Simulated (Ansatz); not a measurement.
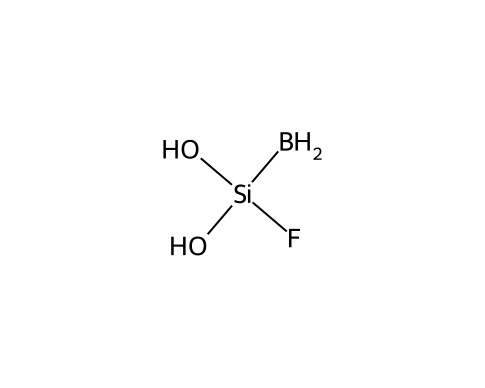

A structural formula.

> Transcribe the drawing into SMILES.

B[Si](O)(O)F

> Give the formula, hydrogens included.

BFH4O2Si.

> An optimisation with PBE0-D4/def2-TZVP gave a structure of which point group?

C1.

The parts below concern this one geometry. Atoms keep their numbers from picture to picture. The geometry was computed by an optimisation with PBE0-D4/def2-TZVP.

**Shape**

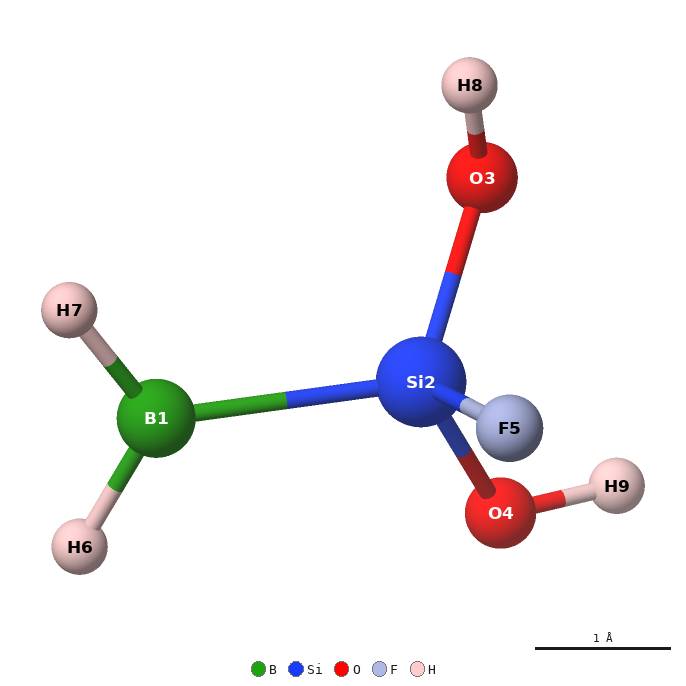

The atoms are numbered.

Estimate the angles Si2–B1–H6, Si2–B1–H7, B1–Si2–O3, B1–Si2–O4, B1–Si2–F5, O3–Si2–O4, O3–Si2–F5, O4–Si2–F5, Si2–O3–H8, Si2–O4–H9.

```tsv
angle	degrees
Si2–B1–H6	122.5
Si2–B1–H7	120.0
B1–Si2–O3	115.3
B1–Si2–O4	111.1
B1–Si2–F5	105.8
O3–Si2–O4	106.5
O3–Si2–F5	107.6
O4–Si2–F5	110.6
Si2–O3–H8	118.1
Si2–O4–H9	118.0
```

**Vibrations**

Harmonic vibrations computed with RKS PBE0-D4/def2-TZVP (Ansatz 0.2.0) at a stationary point of the same level.

> List the wavenumbers.

21 modes: 61, 170, 186, 243, 256, 322, 356, 365, 632, 647, 791, 812, 864, 900, 937, 985, 1179, 2597, 2684, 3910, 3925 cm⁻¹.

**Electronic properties**

Level of theory: RKS PBE0-D4/def2-TZVPP (Ansatz 0.2.0).

> Estimate the HOMO energy (Kohn–Sham orbital).

−8.59 eV.

> Give the dispersion correction at this level.

−13.9 kJ/mol.

> Give the HOMO–LUMO gap at this level.

6.01 eV.

**Dipole moment**

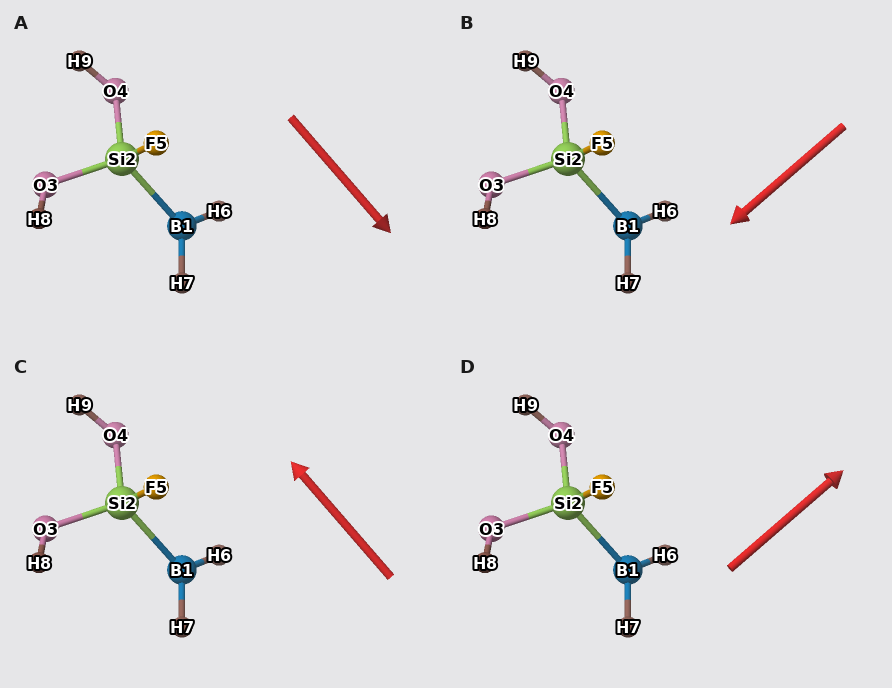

The same molecule four times, each with an arrow. Method: RKS PBE0-D4/def2-TZVP (Ansatz 0.2.0).

> Which arrow points along the dipole moment, from the negative to the positive end?

B. The dipole moment is 1.41 D; it points from the side of H6 to the side of H8 (the outermost atoms at the two ends).
